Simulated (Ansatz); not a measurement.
The starting structures come from a database of crystals and need not be the phases stable at ambient conditions.

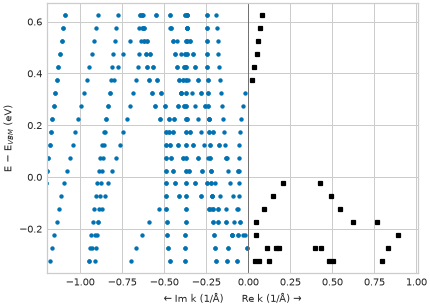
Figure: Complex bands at the centre of the two-dimensional zone; PBEsol (Ansatz, a first-principles code)

No gap correction and no spin-orbit coupling; mid-gap values are interpolated between computed energies.

This is In2S3 (R-3c, corundum, not sure to be the ambient phase, 10 atoms a cell, 22.3 Å³ an atom) along the normal of (110). Read off the slowest decay at the centre of the two-dimensional zone at 0.17 eV, the computed energy nearest the middle of the gap.

κ ≈ 0.05 1/Å, a decay length 1/(2κ) of the density of 10 Å.
